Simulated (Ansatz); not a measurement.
## LiPS3 (C2/m): how ε∞ follows the gap

The empty bands of LiPS3 (C2/m) are shifted up rigidly by Δ, and ε∞ along x is computed for each shift. x, y and z are the Cartesian axes of the input cell.

Cell: a, b, c = 6.570, 6.570, 6.525 Å (primitive vectors), 10 atoms.

Method: Ansatz 0.2.0, r2SCAN, independent particles, k-mesh 4×4×4 with interpolation inside its cells, Gaussian parameter 0.1 eV.

Launch of the response step: `ansatz run input.yaml --threads 4 --pin off --max-ram 8192MiB --backend cpu --events-out ev --progress --plain --runs-dir out`. The series took 17.9 min in all, on 4 threads of Intel(R) Xeon(R) Processor @ 2.50GHz (Skylake/Cascade Lake), with other jobs on the host.

```
Δ (eV)  ε∞ along x
  0.00       6.072
  0.40       5.742
  0.80       5.457
  1.20           ?
  1.60       4.989
  2.00       4.794
```

With one effective transition at E₀ and fixed dipole strength, ε∞ − 1 = A/(E₀ + Δ), so 1/(ε∞ − 1) is linear in Δ.

Working, on the rows shown:

| x = Δ (eV) | y = 1/(ε∞ − 1) |
| --- | --- |
| 0 | 0.197161 |
| 0.4 | 0.210881 |
| 0.8 | 0.224366 |
| 1.6 | 0.250689 |
| 2 | 0.263574 |

Means: x̄ = 0.96, ȳ = 0.22933. Σ(x − x̄)(y − ȳ) = 0.09129, Σ(x − x̄)² = 2.752. Slope = 0.09129 / 2.752 = 0.03317; intercept = ȳ − slope · x̄ = 0.19749. Turned back into ε∞ along x, the line misses the rows shown by at most 0.0084.

Q: What does the fit predict for the withheld row, and how well does it do?

A: At x = 1.2 the line gives y = 0.2373, that is 5.214. The run gave 5.209, so the interpolation is off by 0.0051, 0.4 % of the range in the table.

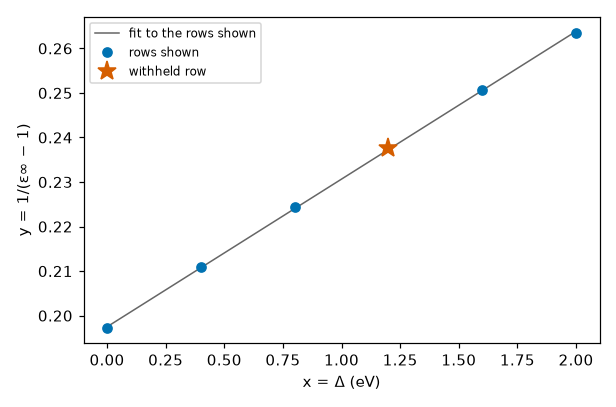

Refitted with all rows, the slope is 0.03319 and the intercept 0.19752. These give E₀ = intercept/slope = 6.0 eV, far above the least direct gap of 2.56 eV: most of the screening comes from transitions well over the edge. Over the first step ε∞ falls by 14 % per eV. Excitons are left out and so are local fields; r2SCAN gaps are as a rule too small.

[Logs are printed without paths, hosts, clocks, repeated set-up lines and the standing remarks that a program may print on its own settings, such as how far it seeks lower states.]
